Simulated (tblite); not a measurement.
**Geometry relaxation, with input and output: C2H12N2O2Si3 (part 2 of 2)**

C2H12N2O2Si3; GFN2-xTB geometry optimisation, gas phase (tblite 0.8.0). 

Geometry of the input (Å):
```
C  -4.2234  -0.4824  -0.2681
O  -3.0934  0.1341  0.3271
C  -2.0152  0.2740  -0.4991
O  -2.0021  -0.0541  -1.6869
Si -0.4792  1.0817  0.2052
Si 1.2051  -0.5116  0.0193
N  1.0442  -1.8364  1.0670
N  2.7637  -0.1292  0.5924
Si 3.4950  1.0731  -0.3384
H  -4.6048  0.1342  -1.0898
H  -5.0207  -0.5519  0.4883
H  -3.9936  -1.4929  -0.6101
H  -0.0895  2.3126  -0.5502
H  -0.6242  1.5005  1.6240
H  1.3347  -1.0921  -1.3217
H  0.5044  -2.5654  0.6141
H  1.9820  -2.2240  1.1733
H  2.6983  0.1569  1.5570
H  3.5610  0.6729  -1.7542
H  4.8475  1.2914  0.2220
H  2.7014  2.3253  -0.1674
```

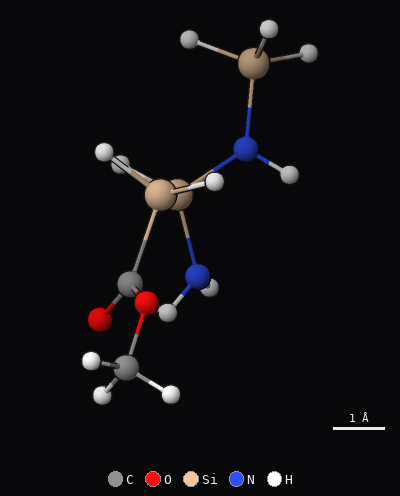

**Figure 1.** The geometry at step 183 of the log (ball-and-stick view, seen at an oblique angle).

## Trajectory as extended XYZ, continued
```
21
Properties=species:S:1:pos:R:3:forces:R:3 step=91 energy=-805.91050
C    -4.2811   -0.4806   -0.2289   -0.0020  -0.0010   0.0030
O    -3.0681    0.0706    0.2730    0.0060   0.0040  -0.0020
C    -2.0532    0.1922   -0.5916    0.0080   0.0060  -0.0040
O    -2.1298   -0.1607   -1.7460   -0.0020  -0.0060   0.0020
Si   -0.4897    0.9307    0.2229    0.0050   0.0080   0.0010
Si    1.2429   -0.5735   -0.0596   -0.0040  -0.0010   0.0060
N     0.9882   -1.8518    1.0795   -0.0030  -0.0070   0.0000
N     2.7869    0.0623    0.4186    0.0000   0.0040  -0.0040
Si    3.7143    1.3000   -0.3517    0.0040   0.0050  -0.0010
H    -4.6649    0.1378   -1.0425    0.0000   0.0000  -0.0030
H    -4.9802   -0.4972    0.6027   -0.0060  -0.0030   0.0080
H    -4.1072   -1.4896   -0.6083   -0.0020  -0.0040  -0.0020
H    -0.2706    2.1941   -0.4982   -0.0060   0.0000   0.0060
H    -0.9283    1.2999    1.5769    0.0030   0.0010  -0.0070
H     1.4522   -1.0109   -1.4511    0.0080  -0.0030  -0.0070
H     0.1042   -2.3337    1.0685   -0.0070   0.0030  -0.0030
H     1.7291   -2.5206    1.2239    0.0060   0.0040   0.0010
H     3.0263   -0.1177    1.3796   -0.0030  -0.0040  -0.0030
H     3.8907    0.9219   -1.7524   -0.0040  -0.0040   0.0080
H     4.9908    1.3417    0.3633   -0.0020  -0.0010   0.0000
H     3.0385    2.6022   -0.2745    0.0010  -0.0020   0.0020
21
Properties=species:S:1:pos:R:3:forces:R:3 step=114 energy=-805.91160
C    -4.2753   -0.4883   -0.1990    0.0030   0.0040   0.0010
O    -3.0727    0.1160    0.2668    0.0110  -0.0030  -0.0070
C    -2.0415    0.1602   -0.5854   -0.0040  -0.0030  -0.0170
O    -2.0926   -0.3017   -1.7030   -0.0080   0.0080   0.0350
Si   -0.4886    0.9670    0.1865   -0.0020  -0.0200  -0.0100
Si    1.2391   -0.5450   -0.0823    0.0150  -0.0130  -0.0070
N     0.9480   -1.8317    1.0390   -0.0010   0.0010  -0.0050
N     2.7867    0.0592    0.4242    0.0010  -0.0010   0.0000
Si    3.7355    1.2982   -0.3156   -0.0030   0.0020   0.0020
H    -4.7067    0.1095   -1.0040   -0.0040   0.0020  -0.0010
H    -4.9509   -0.5293    0.6514    0.0000   0.0030   0.0010
H    -4.0698   -1.4910   -0.5793    0.0040  -0.0040  -0.0020
H    -0.3061    2.2113   -0.5745    0.0030   0.0090  -0.0110
H    -0.9204    1.3740    1.5303   -0.0030   0.0050   0.0130
H     1.4620   -0.9748   -1.4753   -0.0010   0.0090   0.0070
H     0.0499   -2.2865    1.0151    0.0040  -0.0110  -0.0010
H     1.6697   -2.5241    1.1704   -0.0100   0.0020   0.0060
H     3.0306   -0.1666    1.3744   -0.0100   0.0100  -0.0110
H     3.9146    0.9442   -1.7221    0.0020  -0.0010  -0.0010
H     5.0082    1.3114    0.4065    0.0000   0.0000   0.0040
H     3.0715    2.6052   -0.2201    0.0020   0.0010   0.0050
21
Properties=species:S:1:pos:R:3:forces:R:3 step=137 energy=-805.91459
C    -4.2694   -0.4933   -0.1040   -0.0090   0.0070   0.0050
O    -3.0879    0.2202    0.2481   -0.0120   0.0310   0.0440
C    -2.0227    0.0734   -0.5425    0.0300   0.0860   0.1140
O    -2.0212   -0.6422   -1.5167   -0.0020  -0.1400  -0.2000
Si   -0.4758    1.0210    0.0600   -0.0050   0.0110  -0.0010
Si    1.2428   -0.5033   -0.1797   -0.0180  -0.0030   0.0080
N     0.8445   -1.8028    0.8915    0.0060   0.0010   0.0220
N     2.7694    0.0559    0.4308   -0.0110  -0.0190   0.0020
Si    3.7836    1.3001   -0.2028   -0.0110  -0.0060  -0.0070
H    -4.8190    0.0555   -0.8702   -0.0050   0.0070  -0.0270
H    -4.8670   -0.5722    0.8002   -0.0110  -0.0280   0.0180
H    -4.0072   -1.4803   -0.4930   -0.0150   0.0260   0.0240
H    -0.3591    2.1760   -0.8405   -0.0210   0.0270  -0.0280
H    -0.8619    1.5752    1.3646    0.0030   0.0040   0.0180
H     1.5330   -0.8926   -1.5709    0.0120   0.0060   0.0010
H    -0.0471   -2.2526    0.7638   -0.0100  -0.0140  -0.0100
H     1.5422   -2.5010    1.0968    0.0230  -0.0120  -0.0190
H     2.9298   -0.1861    1.3940    0.0350   0.0120   0.0230
H     3.9818    1.0242   -1.6230    0.0160  -0.0170  -0.0120
H     5.0317    1.2140    0.5563    0.0010   0.0170  -0.0030
H     3.1704    2.6277   -0.0589    0.0030   0.0050   0.0270
21
Properties=species:S:1:pos:R:3:forces:R:3 step=160 energy=-805.93293
C    -4.2947   -0.4528    0.0700    0.0120  -0.0140  -0.0060
O    -3.1026    0.3219    0.1863   -0.0050   0.0410  -0.0010
C    -2.0194   -0.0712   -0.4836    0.0030   0.0170   0.0000
O    -1.9838   -1.0663   -1.1752   -0.0150  -0.0300   0.0050
Si   -0.4942    1.0586   -0.2192    0.0310  -0.0270   0.0190
Si    1.2760   -0.4375   -0.2791   -0.0200   0.0060  -0.0360
N     0.7779   -1.8303    0.6186    0.0160   0.0640   0.0200
N     2.7262    0.0888    0.5238   -0.0310  -0.0230  -0.0240
Si    3.8476    1.2949    0.0084   -0.0330  -0.0060   0.0090
H    -4.9883    0.0511   -0.6052    0.0150   0.0100   0.0130
H    -4.7323   -0.5356    1.0633    0.0020   0.0100  -0.0010
H    -4.0500   -1.4394   -0.3277   -0.0060  -0.0130  -0.0020
H    -0.5374    1.9926   -1.3591    0.0060  -0.0340   0.0190
H    -0.8103    1.8852    0.9563   -0.0070  -0.0350  -0.0180
H     1.7363   -0.7136   -1.6530    0.0170   0.0030  -0.0140
H    -0.0491   -2.3016    0.2882   -0.0120   0.0240   0.0110
H     1.4681   -2.5146    0.8885    0.0120  -0.0010  -0.0300
H     2.7673   -0.1475    1.5010    0.0080  -0.0020   0.0300
H     4.0745    1.0855   -1.4176    0.0220  -0.0110  -0.0120
H     5.0643    1.1028    0.7986   -0.0050  -0.0170   0.0080
H     3.3148    2.6463    0.2207   -0.0120   0.0410   0.0110
21
Properties=species:S:1:pos:R:3:forces:R:3 step=183 energy=-805.94856
C    -4.3189   -0.3928    0.1921    0.0250   0.0120   0.0020
O    -3.1065    0.3585    0.1374    0.0230   0.0110  -0.0180
C    -2.0329   -0.1880   -0.4312    0.0090  -0.0070   0.0120
O    -2.0126   -1.3115   -0.8879   -0.0100   0.0070   0.0040
Si   -0.5140    0.9877   -0.4364   -0.0150  -0.0200  -0.0090
Si    1.3331   -0.4043   -0.3986   -0.0100  -0.0070  -0.0020
N     0.8161   -1.8343    0.4174    0.0020  -0.0040  -0.0030
N     2.6809    0.1324    0.5588   -0.0050   0.0140   0.0090
Si    3.8798    1.3130    0.1770   -0.0020   0.0100   0.0020
H    -5.0675    0.1251   -0.4086   -0.0050  -0.0330   0.0210
H    -4.6401   -0.4438    1.2322   -0.0070   0.0170  -0.0080
H    -4.1469   -1.3975   -0.1990    0.0040   0.0170  -0.0170
H    -0.6701    1.7390   -1.6941    0.0020  -0.0080   0.0070
H    -0.7940    1.9613    0.6262   -0.0050   0.0040   0.0170
H     1.9326   -0.5882   -1.7347   -0.0110  -0.0120  -0.0030
H    -0.0573   -2.2349    0.1115   -0.0050   0.0000  -0.0070
H     1.4843   -2.5700    0.5890   -0.0010  -0.0060   0.0020
H     2.6002   -0.0961    1.5373    0.0240   0.0100  -0.0230
H     4.1991    1.1472   -1.2389    0.0060   0.0070   0.0250
H     5.0324    1.0336    1.0372   -0.0180   0.0020  -0.0030
H     3.3934    2.6805    0.4170   -0.0010  -0.0150  -0.0060
21
Properties=species:S:1:pos:R:3:forces:R:3 step=206 energy=-805.95107
C    -4.3173   -0.3671    0.2049   -0.0040  -0.0060  -0.0040
O    -3.1068    0.3807    0.1039   -0.0020   0.0020   0.0030
C    -2.0338   -0.2015   -0.4279    0.0080   0.0030   0.0120
O    -2.0185   -1.3437   -0.8345   -0.0180  -0.0220  -0.0030
Si   -0.5138    0.9674   -0.4537    0.0320   0.0030  -0.0130
Si    1.3397   -0.4167   -0.4184    0.0050   0.0000  -0.0100
N     0.8255   -1.8529    0.3882    0.0030   0.0050  -0.0010
N     2.6783    0.1340    0.5444    0.0030   0.0080   0.0010
Si    3.8712    1.3316    0.1986   -0.0040   0.0150  -0.0050
H    -5.0869    0.1389   -0.3777    0.0050   0.0060  -0.0030
H    -4.6091   -0.4044    1.2542   -0.0020   0.0000   0.0030
H    -4.1548   -1.3753   -0.1801   -0.0070  -0.0070  -0.0010
H    -0.6764    1.7071   -1.7161    0.0010   0.0100  -0.0020
H    -0.7964    1.9435    0.6065    0.0100   0.0090   0.0060
H     1.9443   -0.6036   -1.7528   -0.0130   0.0070   0.0020
H    -0.0533   -2.2435    0.0844   -0.0120  -0.0040   0.0000
H     1.4883   -2.5960    0.5476    0.0080   0.0010   0.0020
H     2.6051   -0.1170    1.5172    0.0050  -0.0060   0.0100
H     4.2460    1.1764   -1.2042    0.0010  -0.0070   0.0050
H     4.9940    1.0637    1.1001   -0.0050   0.0040  -0.0010
H     3.3656    2.6953    0.4195   -0.0140  -0.0190   0.0000
21
Properties=species:S:1:pos:R:3:forces:R:3 step=229 energy=-805.95560
C    -4.3190   -0.3065    0.1777   -0.0050   0.0130   0.0090
O    -3.0900    0.4125    0.0888    0.0080  -0.0160  -0.0140
C    -2.0176   -0.2020   -0.4069    0.0130  -0.0140   0.0200
O    -2.0179   -1.3510   -0.7949   -0.0060   0.0200   0.0070
Si   -0.4740    0.9393   -0.4053    0.0000   0.0070  -0.0030
Si    1.3545   -0.4744   -0.4281    0.0070   0.0060   0.0230
N     0.8650   -1.9085    0.3976   -0.0040  -0.0070  -0.0150
N     2.7184    0.0637    0.5060    0.0020   0.0090   0.0090
Si    3.7916    1.3743    0.1814   -0.0010  -0.0030  -0.0040
H    -5.0682    0.2166   -0.4160    0.0020   0.0010  -0.0190
H    -4.6236   -0.3244    1.2238   -0.0130  -0.0260   0.0080
H    -4.1795   -1.3223   -0.1976    0.0040   0.0210   0.0100
H    -0.6359    1.7364   -1.6331    0.0050  -0.0020   0.0030
H    -0.7213    1.8828    0.6950    0.0040  -0.0160  -0.0150
H     1.9165   -0.6582   -1.7815   -0.0020  -0.0040  -0.0030
H    -0.0230   -2.3018    0.1255    0.0000   0.0020  -0.0070
H     1.5369   -2.6490    0.5309   -0.0140  -0.0040   0.0020
H     2.7153   -0.2652    1.4580    0.0060   0.0080  -0.0120
H     4.3035    1.2028   -1.1770    0.0010  -0.0010   0.0060
H     4.8563    1.2828    1.1819   -0.0080   0.0010  -0.0070
H     3.1030    2.6693    0.2777   -0.0010   0.0040   0.0020
21
Properties=species:S:1:pos:R:3:forces:R:3 step=252 energy=-805.95691
C    -4.3203   -0.2776    0.1800    0.0010   0.0000   0.0000
O    -3.0793    0.4218    0.1012    0.0010   0.0020  -0.0030
C    -2.0093   -0.2150   -0.3705    0.0010   0.0010   0.0010
O    -2.0194   -1.3720   -0.7331   -0.0010   0.0000   0.0010
Si   -0.4598    0.9180   -0.4068    0.0010  -0.0020  -0.0020
Si    1.3694   -0.4926   -0.4356    0.0010   0.0000   0.0010
N     0.8748   -1.9362    0.3688    0.0010   0.0010   0.0000
N     2.7257    0.0558    0.5028    0.0010  -0.0020   0.0000
Si    3.7654    1.3961    0.1905   -0.0020  -0.0020  -0.0020
H    -5.0542    0.2590   -0.4209    0.0000   0.0000  -0.0020
H    -4.6372   -0.2993    1.2226    0.0000  -0.0010   0.0010
H    -4.1914   -1.2935   -0.1977   -0.0020  -0.0020   0.0000
H    -0.6376    1.6962   -1.6444   -0.0010   0.0000   0.0000
H    -0.6882    1.8779    0.6812   -0.0010   0.0010   0.0030
H     1.9328   -0.6675   -1.7904    0.0000   0.0010   0.0010
H    -0.0207   -2.3130    0.0977    0.0000   0.0010   0.0000
H     1.5363   -2.6877    0.4900   -0.0020   0.0000  -0.0010
H     2.7462   -0.2991    1.4445   -0.0010   0.0020  -0.0010
H     4.3339    1.2243   -1.1454    0.0000   0.0000   0.0000
H     4.7962    1.3551    1.2280    0.0010   0.0010   0.0000
H     3.0278    2.6665    0.2414    0.0000   0.0000   0.0000
```
